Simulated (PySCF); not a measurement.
SMILES OB(O)[SiH2][CH2][GeH3] (CH9BGeO2Si) at its GFN2-xTB optimised geometry (Å):

```
15

O      0.8023    -1.0253     0.0000
B     -0.5552    -1.0253     0.0000
O     -1.2814    -2.1632     0.0224
Si    -1.3851     0.7587     0.0000
C     -0.0576     1.9992    -0.5877
Ge     1.7731     1.6089     0.0221
H      1.2766    -1.8606     0.0169
H     -0.8118    -3.0020     0.0397
H     -2.5684     0.9436    -0.8632
H     -1.8252     1.2052     1.3390
H     -0.3190     3.0020    -0.2530
H     -0.0425     2.0356    -1.6770
H      2.5469     2.9105     0.0523
H      2.5684     0.7367    -0.8974
H      1.8732     1.0726     1.4141
```

Calculation: PBE/def2-TZVP (PySCF).

Map of the LUMO amplitude (bohr^(-3/2)) on the plane z = 1.0 Å; orbital energy -1.19 eV, overall sign arbitrary:

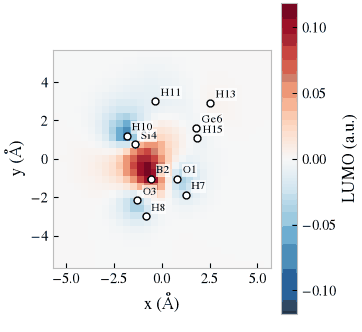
Figure. LUMO amplitude (bohr^(-3/2)) on the plane z = 1.0 Å.
